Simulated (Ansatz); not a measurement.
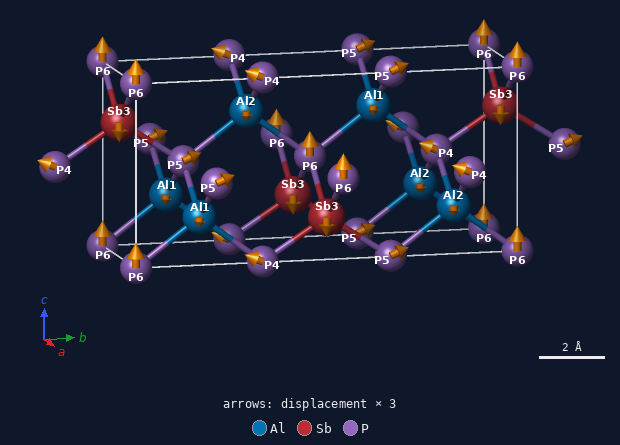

This is a relaxation of solid Al2SbP3 (built on the Cu2GeS3-44 type type). The starting structure is drawn; orange arrows show the displacements (the part carried along by the change of the cell is left out), magnified 3 times.

Style: ball-and-stick. Shown: the conventional cell (2 times the calculation's cell), slightly off an axis. Lengths and directions refer to the drawn axes.

Computed with Ansatz 0.2.0, DFT, PBEsol, plane waves, PAW.

The input:
```yaml
crystal:
  lattice:
    - [-2.06099234, 6.11192667, 2.89978514]
    - [2.06099234, -6.11192667, 2.89978514]
    - [2.06099234, 6.11192667, -2.89978514]
  atoms:
    - { symbol: Al, position: [0.42682841, 0.26013273, 0.16669568] }
    - { symbol: Al, position: [0.09343705, 0.26013273, 0.83330432] }
    - { symbol: Sb, position: [0.72944476, 0.22944476, 0.5] }
    - { symbol: P, position: [0.33632323, 0.00413912, 0.33218411] }
    - { symbol: P, position: [0.67195501, 0.00413912, 0.66781589] }
    - { symbol: P, position: [0.00100953, 0.00100953, 0.0] }
kpoints:
  mp_grid: { grid: [6, 6, 6] }
hamiltonian:
  xc: pbesol
scf:
  occupations: { method: fermi_dirac, width: 0.03 }
relax:
  f_tol: 0.01
  cell: {}
  max_steps: 120
```

Launched with:
```bash
ansatz run input.yaml --threads 2 --pin off --max-ram 2211MiB --backend cpu --events-out ev --progress --plain --runs-dir out
```

Question: What happened in the run?

Answer: Over 14 accepted moves (17 points after the start) the energy falls by 1.285 eV per cell of the calculation. The largest force component goes from 2.1 to 0.0068 eV/Å. Pressure: −1.98 GPa at the start and 0.00 GPa at the end. The line search rejected the trial step at point 9 of the run. At 2 points the geometry stayed and the basis and grid were re-selected for the new cell (energy shift of 9.3 meV per cell of the calculation at most each time). The largest move relative to the cell is that of P6, 0.26 Å along +c. By element the largest moves are P 0.26 Å, Sb 0.21 Å, Al 0.11 Å. The volume changes by −12.9 %, with a 4.122 → 3.872 Å (−6.1 %), b 12.224 → 14.093 Å (+15.3 %), c 5.800 → 4.666 Å (−19.5 %). Among the contacts that change: Sb3–P4 2.432 → 2.669 Å, Al1–P5 2.500 → 2.357 Å, Al1–P4 2.509 → 2.368 Å, Al1–P6 2.532 → 2.490 Å. Bond angles that change, for instance: Al1–P6–Al2 107.2° → 140.7°, P4–Sb3–P5 115.0° → 146.8°, P5–Al2–P6 107.3° → 135.2°. The space group stays Imm2 (No. 44). Cost: 120 s on 2 threads of Arm Neoverse V2, on a shared host, peak memory 0.45 GiB.
